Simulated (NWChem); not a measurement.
# One shape, several levels: SO2 (sulfur dioxide)

We compute a comparison of 6 runs (B3LYP/6-31G*, B3LYP/def2-TZVPP, r2SCAN/def2-TZVPP, MP2/6-31G**, MP2/def2-TZVP, CCSD(T)/def2-TZVPP) of SO2 (sulfur dioxide). 

Program for the calculation: NWChem 7.3.0.

1 further run of the same task is left out (set aside as unsound or not needed).

### Step 1. The molecule

SO2 has 3 atoms, charge 0, and is taken as a singlet. As SMILES, `O=S=O`. The coordinates come from a PBE0-D4/def2-TZVP relaxation.

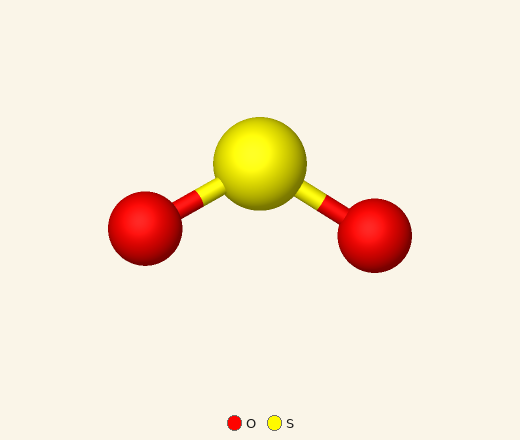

The structure, seen from a chosen angle (oxygen red, sulfur yellow).

### Step 2. Energy and gradient at B3LYP/6-31G(d) (spherical functions) (run 1)

Contents of run.py:

```python
from ase import Atoms
from ase.calculators.nwchem import NWChem

atoms = Atoms(['O', 'S', 'O'], positions=[
    [-0.974420, 0.645900, -0.459510],
    [0.269520, 0.357380, 0.186790],
    [0.704900, -1.003280, 0.272720],
])

calc = NWChem(
    label='o2s',
    theory='dft',
    memory='2200 mb',
    basis='6-31G*',
    basispar='spherical bse',
    dft={'xc': 'b3lyp', 'mult': '1', 'grid': 'xfine', 'convergence': 'energy 1e-08', 'iterations': '100', 'mulliken': None},
)
atoms.calc = calc

forces = atoms.get_forces()
print("Total energy (eV):", round(atoms.get_potential_energy(), 6))
print("forces (eV/A):")
for s, f in zip(atoms.symbols, forces):
    print(f"{s:2s} {f[0]:10.5f} {f[1]:10.5f} {f[2]:10.5f}")
print("dipole (e A):", atoms.get_dipole_moment().round(4))
```

Command:

```bash
$ export ASE_NWCHEM_COMMAND="nwchem PREFIX.nwi > PREFIX.nwo"
$ python run.py
```

Standard output:

```text
Total energy (eV): -14927.604977
forces (eV/A):
O    -1.90683    0.51191   -0.98298
S     1.17911    1.56354    0.81720
O     0.72773   -2.07539    0.16578
dipole (e A): [0.198  0.2625 0.1372]
```

The calculator wrote o2s.nwi:

```
title "o2s"

permanent_dir o2s

scratch_dir o2s

start o2s

geometry units angstrom nocenter noautosym noautoz
  O  -9.7441999999999995e-01 6.4590000000000003e-01 -4.5950999999999997e-01
  S  2.6951999999999998e-01 3.5737999999999998e-01 1.8679000000000001e-01
  O  7.0489999999999997e-01 -1.0032799999999999e+00 2.7272000000000002e-01
end

memory 2200 mb

basis spherical bse noprint
   * library 6-31G*
end

dft
  xc b3lyp
  mult 1
  grid xfine
  convergence energy 1e-08
  iterations 100
  mulliken
end

task dft gradient
```

o2s.nwo:

```text
Northwest Computational Chemistry Package (NWChem) 7.3.0
             --------------------------------------------------------

           Job information
           ---------------

    nwchem branch   = 7.3.0
    use scalapack   = T
    input           = o2s.nwi
    prefix          = o2s.
    data base       = o2s/o2s.db
    status          = startup
    nproc           =        1

           Memory information
           ------------------

[... 5 lines left out ...]
    hardfail = no
[... 84 lines left out ...]
  convergence criterion.
[... 41 lines left out ...]
          Spatial weights used:  Erf1
[... 32 lines left out ...]
 1-e energy   =    -971.261785
[... 47 lines left out ...]
           Coulomb energy =      356.752344982675
[... 390 lines left out ...]
          Convergence on density requested:  1.00D-05
[... 27 lines left out ...]
          total energy or number of iterations.
[... 34 lines left out ...]
                 ----------------------------------------
                 |  Time  |  1-e(secs)   |  2-e(secs)   |
                 ----------------------------------------
                 |  CPU   |       0.00   |       1.76   |
                 ----------------------------------------
                 |  WALL  |       0.00   |       1.76   |
                 ----------------------------------------

 Task  times  cpu:       13.4s     wall:       13.4s
 Total times  cpu:       13.5s     wall:       13.5s
```

It took 16 s on 1 thread of Intel Xeon Platinum 8259CL at 2.50GHz (Skylake/Cascade Lake), shared host; peak memory 0.12 GiB.

### Step 3. Energy and gradient at B3LYP/def2-TZVPP (run 2)

Contents of job.xyz:

```xyz
3
O2S B3LYP
O     -0.974420     0.645900    -0.459510
S      0.269520     0.357380     0.186790
O      0.704900    -1.003280     0.272720
```

Contents of job.nw:

```
start job
title "O2S B3LYP"
memory 2200 mb

geometry noautosym nocenter noautoz
  load format xyz job.xyz
end

basis spherical bse
  * library def2-TZVPP
end

dft
  xc b3lyp
  grid fine
  convergence energy 1e-08
  iterations 100
  mulliken
end

task dft gradient
```

Command:

```bash
$ nwchem job.nw > job.out
```

Standard output:

```text
[...]
          Wavefunction type:  closed shell.
          No. of atoms     :     3
          No. of electrons :    32
[...]
          Charge           :     0
          Spin multiplicity:     1
[...]
          AO basis - number of functions:   104
[...]
              XC Information
              --------------
                         B3LYP Method XC Potential
                     Hartree-Fock (Exact) Exchange  0.200
                        Slater Exchange Functional  0.800 local
                    Becke 1988 Exchange Functional  0.720 non-local
              Lee-Yang-Parr Correlation Functional  0.810
                  VWN I RPA Correlation Functional  0.190 local
[...]
 d= 0,ls=0.0,diis     1   -548.5908076942 -6.57D+02  1.31D-02  1.54D+00     4.1
[...]
 d= 0,ls=0.0,diis     8   -548.7223138951  8.74D-09  1.30D-06  1.38D-07    19.6
         Total DFT energy =     -548.722313895101
      One electron energy =     -971.265992276116
           Coulomb energy =      357.074480461774
    Exchange-Corr. energy =      -42.924631766028
 Nuclear repulsion energy =      108.393829685268
[...]
  wavefunction    = closed shell
                         DFT ENERGY GRADIENTS
    atom               coordinates                        gradient
                 x          y          z           x          y          z
   1 O      -1.841387   1.220574  -0.868348    0.008023  -0.002216   0.004129
   2 S       0.509319   0.675350   0.352982   -0.004905  -0.006512  -0.003400
   3 O       1.332068  -1.895924   0.515366   -0.003118   0.008728  -0.000728
[...]
```

Run time: 29 s. Hardware: 1 thread of Intel Xeon Platinum 8259CL at 2.50GHz (Skylake/Cascade Lake), shared host; peak memory 0.13 GiB.

Runs 3 to 5 aren't shown in full; the table further down has their settings and results.

### Step 4. The energy at CCSD(T)/def2-TZVPP (run 6)

Contents of work.nw:

```
start work
title "O2S ccsd(t)"
memory total 2200 mb

geometry units angstroms noautosym nocenter noautoz
   O       -0.974420       0.645900      -0.459510
   S        0.269520       0.357380       0.186790
   O        0.704900      -1.003280       0.272720
end

basis spherical bse
   * library def2-TZVPP
end

scf
   thresh 1e-08
   maxiter 80
   print medium
end

ccsd
   freeze core 7
   maxiter 60
end

task ccsd(t) energy
```

Command:

```bash
$ nwchem work.nw > work.out
```

Standard output:

```text
[...]
  functions       =   104
[...]
  wavefunction    = RHF
[...]
         Total SCF energy =   -547.303107151954
      One-electron energy =   -970.527362877529
      Two-electron energy =    314.830426040306
 Nuclear repulsion energy =    108.393829685268
        Time for solution =     49.6s
[...]
 Total MP2 energy:           -547.956947891299365
[...]
             energy      energy      error      ampl     ampl      Block
                                                time     time      time
[...]
 Total CCSD energy:           -547.951081660819455
[...]
 Total CCSD+T(CCSD) energy:           -547.986823534274890
[...]
 Total CCSD(T) energy:                -547.984215580719024
[...]
```

Run time: 8.6 min. Hardware: 1 thread of Intel Xeon Platinum 8259CL at 2.50GHz (Skylake/Cascade Lake), shared host; peak memory 0.3 GiB.

### Step 5. The series

```
run                               level  integration grid  iteration cap  energy (Eh)  dipole moment (D)  HOMO energy (eV)  LUMO energy (eV)  wall time
  1  B3LYP/6-31G* (spherical functions)             xfine            100  -548.579369               1.71             -8.96             -3.32       16 s
  2                    B3LYP/def2-TZVPP              fine            100  -548.722314               1.73             -9.29             -3.60       29 s
  3                   r2SCAN/def2-TZVPP              fine            100  -548.615074               1.58             -8.25             -4.25       64 s
  4   MP2/6-31G** (spherical functions)                 –             80  -547.669282               1.68            -13.30              0.56       23 s
  5                       MP2/def2-TZVP                 –             80  -547.954252               1.60            -13.48              0.42       92 s
  6                  CCSD(T)/def2-TZVPP                 –             80  -547.984216                  –            -13.49              0.42    8.6 min
```

### Step 6. Outcome

| quantity | value |
| --- | --- |
| run 6: total energy | -547.98422 Eh |
| run 6: HOMO energy (Hartree–Fock orbitals) | -13.49 eV |
| run 6: LUMO energy (Hartree–Fock orbitals) | 0.42 eV |
| run 6: HOMO–LUMO gap (Hartree–Fock orbitals) | 13.91 eV |
| run 6: correlation energy (7 core orbitals frozen) | -681.1 mEh |
| run 6: (T) correction | -33.13 mEh |

In words: Over runs 1, 2, 3, 4, 5 the dipole moment (its size) runs from 1.58 D (r2SCAN/def2-TZVPP) to 1.73 D (B3LYP/def2-TZVPP). Over runs 1, 2, 3 the HOMO–LUMO gap runs from 4.01 eV (r2SCAN/def2-TZVPP) to 5.69 eV (B3LYP/def2-TZVPP). Totals of different functionals can't be ranked against each other. All runs together took 12 min, the longest 8.6 min.
